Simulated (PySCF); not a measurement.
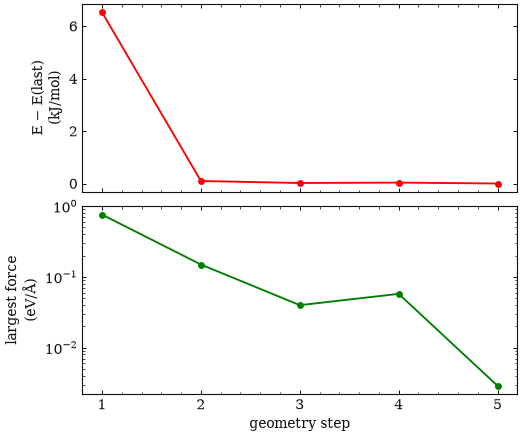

History of a geometry optimisation.

The run: C$_{8}$H$_{14}$ (SMILES C=CC1CCCCC1), by PySCF, PBE0-D3(BJ)/def2-SVP, geometry optimisation.

### How did it end, and what did it gain?

The optimisation met its thresholds at geometry 5, counting the start as the first. The energy fell by about 6.5 kJ/mol from the first step to the last. The largest force goes from about 0.76 eV/Å at the start to 2.9 × 10⁻³ eV/Å at the end.
